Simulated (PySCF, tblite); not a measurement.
**C₆H₈AlCl: geometry, infrared bands and NMR shifts**

Aim: predict the infrared bands and NMR shifts of C₆H₈AlCl (`C#C[C]1([AlH][Cl])CCC1`).

The runs use tblite 0.8.0 and PySCF 2.14.0, with density-fitted response routines of our own; the level of theory stands in each step. All values are computed, except where a source is named. Atoms count from 0, in the outputs and in this text.

### 1 The molecule as given

16 atoms, charge 0, multiplicity 1; geometry from: force field or distance geometry start.

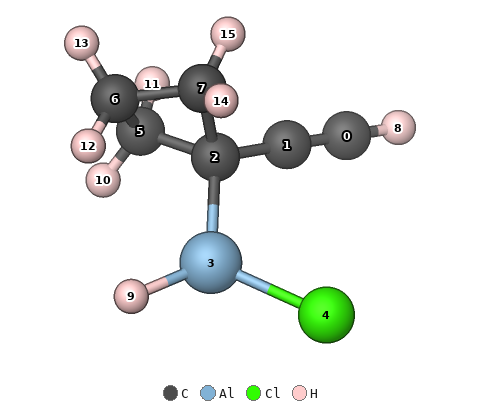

The starting geometry (carbon dark grey, aluminium light blue, chlorine green, hydrogen pink), atoms numbered.

### 2 Optimising the geometry with GFN2-xTB

Job settings and geometry (Å):

```
{"job": {"kind": "relax", "xc": "GFN2-xTB", "basis": "xTB"}, "charge": 0, "multiplicity": 1}
C      1.307100     2.584600    -0.131300
C      0.819300     1.485500    -0.043100
C      0.259200     0.126500     0.089600
Al     1.628500    -1.299000    -0.018400
Cl     3.641000    -0.777500     0.793600
C     -0.974600    -0.102200    -0.761300
C     -1.538600    -0.857900     0.432300
C     -0.666700     0.032500     1.302800
H      1.724400     3.560800    -0.233500
H      1.234300    -2.844200    -0.221800
H     -0.807600    -0.733700    -1.656300
H     -1.515400     0.835700    -0.929100
H     -1.177200    -1.905600     0.421600
H     -2.622300    -0.723000     0.579500
H     -0.203200    -0.426400     2.165700
H     -1.115900     1.052900     1.465800
```

Run with:

```sh
$ OMP_NUM_THREADS=1 python probes_run.py task.json out
```

One launch serves the whole session: the jobs run in the order shown.

The program printed:

```text
step      E/eV     max force
  0    -612.06146    2.558
  1    -612.34303    1.854
  2    -612.56726    1.573
  3    -612.58163    2.824
  4    -612.64986    0.643
  5    -612.67869    0.459
  6    -612.69570    0.415
  7    -612.70385    0.296
  8    -612.71050    0.229
  9    -612.71459    0.176
 10    -612.71766    0.140
 11    -612.72028    0.129
 12    -612.72354    0.176
 13    -612.72799    0.232
 14    -612.73319    0.236
 15    -612.73767    0.171
 16    -612.74069    0.133
 17    -612.74289    0.124
 18    -612.74500    0.133
 19    -612.74713    0.133
 20    -612.74925    0.124
 21    -612.75120    0.135
 22    -612.75286    0.127
 23    -612.75417    0.092
 24    -612.75518    0.088
 25    -612.75619    0.120
 26    -612.75759    0.133
 27    -612.75953    0.145
 28    -612.76170    0.124
 29    -612.76354    0.104
 30    -612.76512    0.132
 31    -612.76673    0.124
 32    -612.76828    0.110
 33    -612.76974    0.094
 34    -612.77115    0.099
 35    -612.77262    0.119
 36    -612.77415    0.108
 37    -612.77553    0.087
 38    -612.77662    0.083
 39    -612.77756    0.090
 40    -612.77852    0.081
 41    -612.77941    0.078
 42    -612.78013    0.058
 43    -612.78078    0.062
 44    -612.78155    0.073
 45    -612.78252    0.084
 46    -612.78358    0.092
 47    -612.78455    0.086
 48    -612.78538    0.070
 49    -612.78607    0.069
 50    -612.78666    0.052
 51    -612.78708    0.050
 52    -612.78736    0.046
 53    -612.78765    0.040
 54    -612.78791    0.033
 55    -612.78808    0.025
 56    -612.78818    0.026
 57    -612.78825    0.023
 58    -612.78832    0.019
 59    -612.78838    0.018
 60    -612.78845    0.021
 61    -612.78852    0.023
 62    -612.78862    0.023
 63    -612.78874    0.026
 64    -612.78887    0.032
 65    -612.78903    0.036
 66    -612.78928    0.046
 67    -612.78971    0.058
 68    -612.79024    0.071
 69    -612.79065    0.055
 70    -612.79087    0.032
 71    -612.79100    0.027
 72    -612.79114    0.028
 73    -612.79131    0.030
 74    -612.79144    0.024
 75    -612.79152    0.017
 76    -612.79156    0.014
 77    -612.79161    0.015
 78    -612.79168    0.023
 79    -612.79177    0.030
 80    -612.79189    0.039
 81    -612.79204    0.042
 82    -612.79226    0.042
 83    -612.79257    0.061
 84    -612.79301    0.073
 85    -612.79339    0.051
 86    -612.79368    0.040
 87    -612.79386    0.041
 88    -612.79411    0.040
 89    -612.79438    0.044
 90    -612.79461    0.037
 91    -612.79474    0.033
 92    -612.79480    0.015
 93    -612.79484    0.010
```

It took 1.3 s on 1 thread of Arm Neoverse N1, shared host.

Relaxation path: (not every step is listed)

```tsv
step	energy from step 0 (eV)	largest force (eV/Å)
0	0.0000	2.5585
1	-0.2816	1.8541
2	-0.5058	1.5733
3	-0.5202	2.8239
4	-0.5884	0.6428
5	-0.6172	0.4594
6	-0.6342	0.4154
7	-0.6424	0.2959
8	-0.6490	0.2287
16	-0.6792	0.1332
24	-0.6937	0.0878
32	-0.7068	0.1103
40	-0.7171	0.0808
48	-0.7239	0.0705
56	-0.7267	0.0262
64	-0.7274	0.0324
72	-0.7297	0.0276
80	-0.7304	0.0388
88	-0.7327	0.0403
89	-0.7329	0.0442
90	-0.7332	0.0375
91	-0.7333	0.0327
92	-0.7333	0.0153
93	-0.7334	0.0103
```

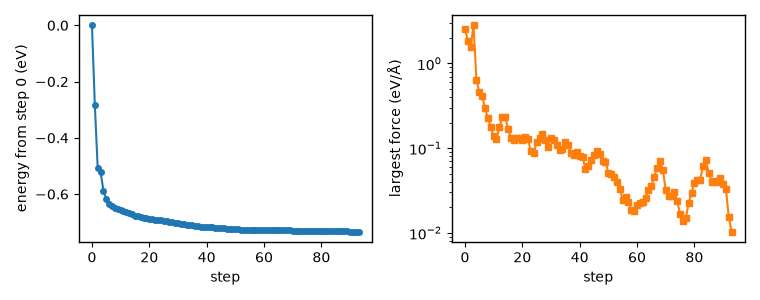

Energy and largest force along the relaxation.

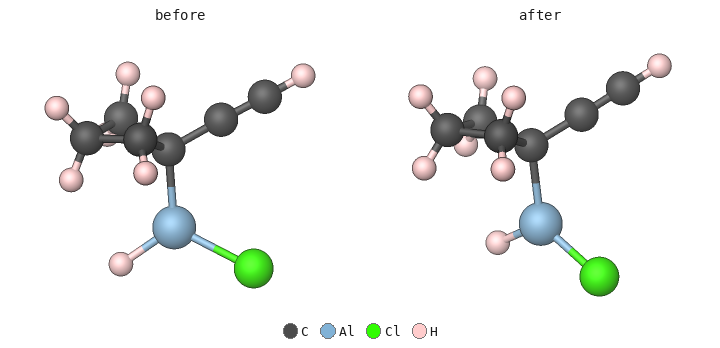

Before and after, at one scale.

Distances of close pairs at the start and the end, largest changes first:

```tsv
bond	before (Å)	after (Å)	change (Å)
Al3–Cl4	2.232	2.020	-0.212
Al3–H9	1.608	1.541	-0.067
C2–Al3	1.980	2.024	+0.045
C7–H15	1.127	1.090	-0.037
C2–C5	1.516	1.552	+0.036
C1–C2	1.476	1.441	-0.035
C2–C7	1.529	1.557	+0.028
C0–H8	1.067	1.049	-0.017
```

The next job starts from the end point, and lists it.

### 3 Harmonic vibrations with GFN2-xTB

Job settings and geometry (Å):

```
{"job": {"kind": "ir", "xc": "GFN2-xTB", "basis": "xTB"}, "charge": 0, "multiplicity": 1}
C      1.218023     2.633754    -0.197981
C      0.815444     1.514483    -0.034565
C      0.299800     0.185206     0.176826
Al     1.761544    -1.204186     0.004038
Cl     3.528580    -1.204721     0.983503
C     -0.876833    -0.250098    -0.737196
C     -1.607698    -0.760932     0.507381
C     -0.659160     0.046856     1.395707
H      1.585699     3.605009    -0.347813
H      1.429719    -2.342166    -0.979922
H     -0.639600    -1.005417    -1.493669
H     -1.374125     0.592249    -1.216171
H     -1.471979    -1.835368     0.640981
H     -2.666678    -0.520957     0.584229
H     -0.269685    -0.453797     2.283914
H     -1.080652     1.009032     1.686811
```

The program printed:

```text
mode    cm-1     km/mol
  1      17.9      0.31
  2      57.1      0.25
  3      75.9      0.22
  4     106.4      1.32
  5     153.0      0.21
  6     187.5      5.74
  7     223.3      1.81
  8     355.1      9.65
  9     411.4     62.46
 10     450.6     15.78
 11     472.1      5.75
 12     567.7     15.44
 13     613.7     25.23
 14     642.3    278.60
 15     658.3     12.68
 16     684.9    190.94
 17     807.9      4.98
 18     840.1      0.21
 19     892.9      3.16
 20    1004.0      3.27
 21    1031.3      3.55
 22    1036.0      0.16
 23    1042.8      1.83
 24    1105.4      0.48
 25    1153.6     11.33
 26    1179.7      0.45
 27    1184.4      1.22
 28    1229.2      0.19
 29    1248.2      0.67
 30    1262.8      0.33
 31    1458.4      1.21
 32    1469.3      0.21
 33    1487.1      0.20
 34    1796.2    286.76
 35    2248.4     31.44
 36    2912.1     24.15
 37    2952.2     30.02
 38    2974.7     26.20
 39    2990.5     36.25
 40    2995.3     34.84
 41    3006.8     85.67
 42    3388.5      2.72
```

It took 1.1 s on 1 thread of Arm Neoverse N1, shared host.

The strongest bands and the atoms that carry them (share of the mass-weighted mode):

```tsv
cm⁻¹	km/mol	atoms
411	62.5	H9 62 %, Al3 19 %, C1 12 %
642	278.6	H9 45 %, Al3 12 %, H8 12 %
685	190.9	Al3 21 %, H9 16 %
1796	286.8	H9 96 %
2248	31.4	C1 58 %, C0 32 %
2990	36.2	H15 80 %
2995	34.8	H11 73 %, H13 14 %
3007	85.7	H13 72 %, H11 15 %
```

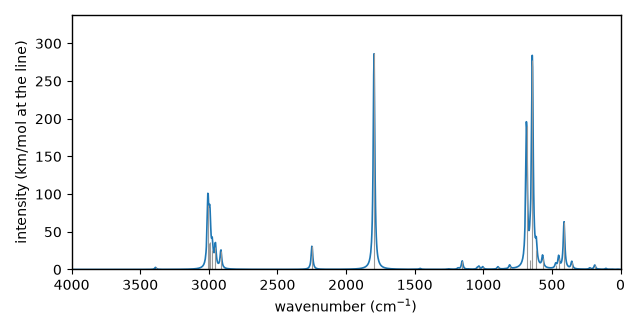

The infrared spectrum from these modes, unscaled. Lines are broadened to a width of 14 cm⁻¹ (Lorentzian).

### 4 Nuclear shieldings: PBE0/pcSseg-1

Same as in step 3 but for these lines:

```diff
@@ -1,2 +1,2 @@
-{"job": {"kind": "ir", "xc": "GFN2-xTB", "basis": "xTB"}, "charge": 0, "multiplicity": 1}
+{"job": {"kind": "nmr", "xc": "PBE0", "basis": "pcSseg-1"}, "charge": 0, "multiplicity": 1}
 C      1.218023     2.633754    -0.197981
```

With the program's defaults for keys left out, this is: GIAO PBE0/pcSseg-1 NMR shielding, non-relativistic, gas phase.

The program printed:

```text
coarse grid: 14728 points
cycle   1  E = -935.3260611419  dE =  1.004e+00  |g| = 4.645e-01  |ddm| = 3.868e+00
cycle   2  E = -935.3274762136  dE = -1.415e-03  |g| = 4.780e-01  |ddm| = 1.174e+00
cycle   3  E = -935.3874414750  dE = -5.997e-02  |g| = 4.895e-02  |ddm| = 5.923e-01
cycle   4  E = -935.3878265505  dE = -3.851e-04  |g| = 2.639e-02  |ddm| = 7.627e-02
cycle   5  E = -935.3879648558  dE = -1.383e-04  |g| = 1.224e-02  |ddm| = 3.197e-02
cycle   6  E = -935.3879992997  dE = -3.444e-05  |g| = 4.573e-03  |ddm| = 1.264e-02
cycle   7  E = -935.3880042595  dE = -4.960e-06  |g| = 7.279e-04  |ddm| = 4.561e-03
final grid: 133864 points
cycle   8  E = -935.4361134705  dE = -3.897e-05  |g| = 7.926e-03  |ddm| = 6.126e-02
cycle   9  E = -935.4361018161  dE =  1.165e-05  |g| = 1.027e-02  |ddm| = 1.868e-02
cycle  10  E = -935.4361274008  dE = -2.558e-05  |g| = 2.521e-03  |ddm| = 1.085e-02
cycle  11  E = -935.4361288815  dE = -1.481e-06  |g| = 5.989e-04  |ddm| = 2.219e-03
cycle  12  E = -935.4361289637  dE = -8.220e-08  |g| = 1.244e-04  |ddm| = 6.217e-04
cycle  13  E = -935.4361289675  dE = -3.810e-09  |g| = 2.723e-05  |ddm| = 1.687e-04
cycle  14  E = -935.4361289677  dE = -1.846e-10  |g| = 5.656e-06  |ddm| = 4.558e-05
converged SCF energy = -935.4361289677

GIAO shielding tensors (ppm)
atom      isotropic    diamagn.    paramagn.     s11        s22        s33       span
  0 C      109.791     258.887    -149.096     43.813     54.264    231.296    187.483
  1 C       92.834     253.830    -160.996    -15.565     -5.400    299.466    315.030
  2 C      164.396     248.580     -84.183    153.405    166.257    173.527     20.122
  3 Al     338.168     794.934    -456.766    316.471    339.032    359.000     42.529
  4 Cl     891.027    1148.578    -257.551    715.524    960.156    997.400    281.875
  5 C      153.413     246.375     -92.962    138.964    144.293    176.981     38.017
  6 C      166.946     250.797     -83.851    153.699    170.041    177.097     23.398
  7 C      151.968     245.995     -94.027    134.772    143.007    178.125     43.353
  8 H       29.825      34.392      -4.567     24.752     25.258     39.466     14.714
  9 H       26.669      28.475      -1.807     22.758     25.279     31.968      9.210
 10 H       29.153      30.587      -1.434     26.101     27.075     34.281      8.181
 11 H       29.282      30.024      -0.742     26.587     27.892     33.368      6.781
 12 H       29.864      30.281      -0.417     27.161     27.689     34.743      7.583
 13 H       29.768      29.249       0.519     25.659     26.460     37.184     11.525
 14 H       29.305      29.735      -0.430     25.525     27.749     34.640      9.114
 15 H       29.321      29.820      -0.499     26.697     28.019     33.246      6.549
```

Wall time 57 s (1 thread of Arm Neoverse N1, shared host); peak memory 0.89 GiB.

The references, computed at this level on geometries of the same kind, shield at (ppm): 1H TMS 31.72, 13C TMS 186.9, 27Al AlH4- 490.0, 35Cl HCl 950. Their shielding less the atom's gives the shift. The references are single molecules in the gas phase. Shifts against hydride references such as AlH4− lie on their own scale. Atoms listed in one row are averaged.

```tsv
atoms	environment	σ (ppm)	δ (ppm)
C1	alkyne carbon	92.8	94.1
C0	terminal alkyne carbon	109.8	77.1
C5, C7	sp3 CH2 in a ring	152.7	34.2
C2	propargylic fully substituted sp3 carbon bonded to Al	164.4	22.5
C6	sp3 CH2 in a ring	166.9	20.0
H9	hydrogen on an aluminium bonded to C, Cl	26.67	5.05
H10, H14	hydrogen on an sp3 CH2 in a ring	29.23	2.49
H11, H15	hydrogen on an sp3 CH2 in a ring	29.30	2.42
H13	hydrogen on an sp3 CH2 in a ring	29.77	1.95
H8	hydrogen on a terminal alkyne carbon	29.82	1.89
H12	hydrogen on an sp3 CH2 in a ring	29.86	1.85
Al3	aluminium bonded to C, Cl, H	338.2	151.8
Cl4	chlorine bonded to Al	891	59
```

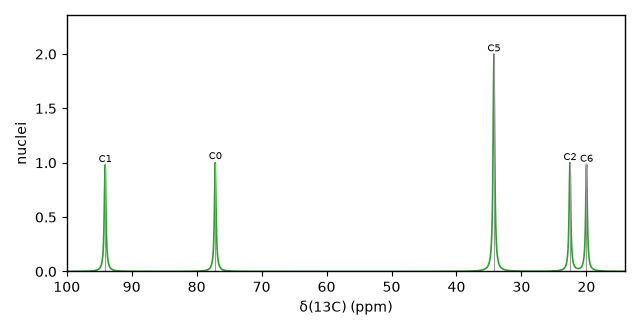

13C lines at the computed shifts, without couplings. Lines are broadened to a width of 0.30 ppm (Lorentzian).

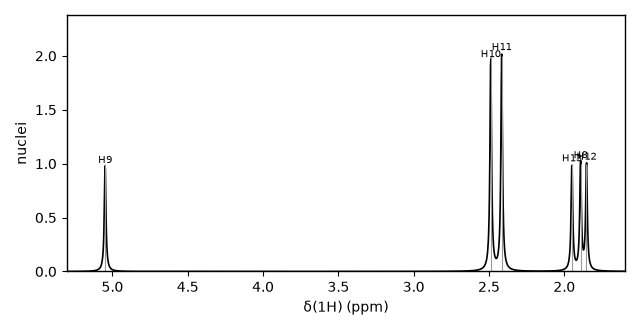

1H lines at the computed shifts, without couplings. Lines are broadened to a width of 0.01 ppm (Lorentzian).

The run also stored atomic charges by several schemes (e):

```tsv
atoms	Mulliken	IAO	Hirshfeld	ESP fit
C0	-0.42	-0.28	-0.14	-0.28
C1	0.49	-0.03	-0.06	-0.39
C2	-0.86	-0.32	-0.10	0.37
Al3	0.94	0.90	0.52	0.76
Cl4	-0.33	-0.32	-0.18	-0.31
C5, C7	-0.07	-0.24	-0.07	-0.31
C6	-0.25	-0.26	-0.07	0.07
```

Hirshfeld charges:

C0 -0.14; C1 -0.06; C2 -0.10; Al3 0.52; Cl4 -0.18; C5 -0.07; C6 -0.07; C7 -0.07; H8 0.09; H9 -0.16; H10 0.03; H11 0.04; H12 0.04; H13 0.04; H14 0.03; H15 0.04

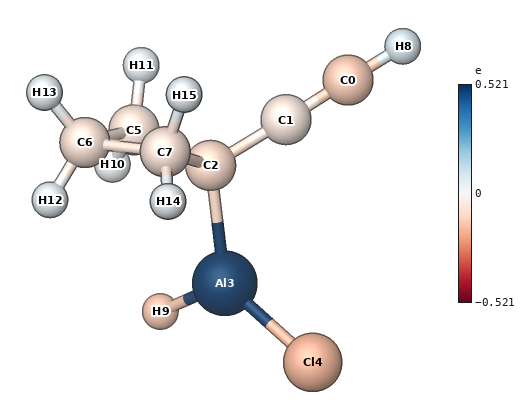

Hirshfeld charges, as colours on the atoms.

Mayer bond orders: C0–C1 2.43, C1–C2 0.91, C2–Al3 0.74, Al3–Cl4 1.07, C2–C5 0.94, C5–C6 1.03, C6–C7 1.03, C7–C2 0.97.

Ring of atoms C2, C5, C6, C7: NICS(0) -1.1, NICS(1) -0.9, NICS(1)zz 4.1 ppm (means of both faces).

### 5 Outcome

```
                                                               quantity                                   value
                              strongest single infrared mode (GFN2-xTB)                   1796 cm⁻¹, 287 km/mol
                                           zero-point energy (GFN2-xTB)                           72.0 kcal/mol
13C shifts against TMS (PBE0/pcSseg-1, means over atoms taken as alike)        94.1, 77.1, 34.2, 22.5, 20.0 ppm
 1H shifts against TMS (PBE0/pcSseg-1, means over atoms taken as alike)  5.05, 2.49, 2.42, 1.95, 1.89, 1.85 ppm
                              27Al shifts against AlH4- (PBE0/pcSseg-1)                               151.8 ppm
                                35Cl shifts against HCl (PBE0/pcSseg-1)                                  59 ppm
```

In words: The optimisation took 93 steps and gained 0.733 eV; among the close pairs (by a distance rule), Al3–Cl4 changed most, from 2.232 to 2.020 Å. All 42 modes are real, so the xTB geometry is a minimum. The strongest single mode, at 1796 cm⁻¹, moves mainly H9. Unscaled tight-binding wavenumbers are off by several per cent, some by more. Its intensities can rank the bands wrongly. At PBE0/pcSseg-1: The widest tensor belongs to C1: span 315 ppm, with a paramagnetic part of -161 ppm.
